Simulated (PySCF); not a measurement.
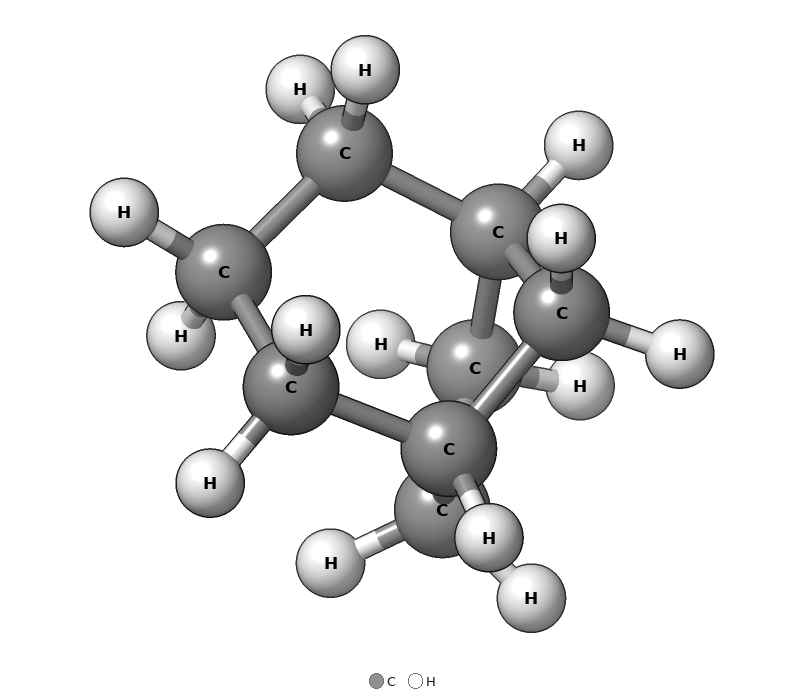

The geometry was computed by an optimisation with GFN2-xTB. No frequency run is at hand to confirm it as a minimum. Level of theory: PBE0/pcSseg-1, gas phase (PySCF 2.14.0).

Predict the main results.

The species is C₈H₁₄ (`C1C[C@@H]2CC[C@H](C1)C2`).
- dipole moment: 0.02 D
- HOMO energy (Kohn–Sham orbital): −8.20 eV
- LUMO energy (Kohn–Sham orbital): 1.25 eV
- HOMO–LUMO gap: 9.45 eV
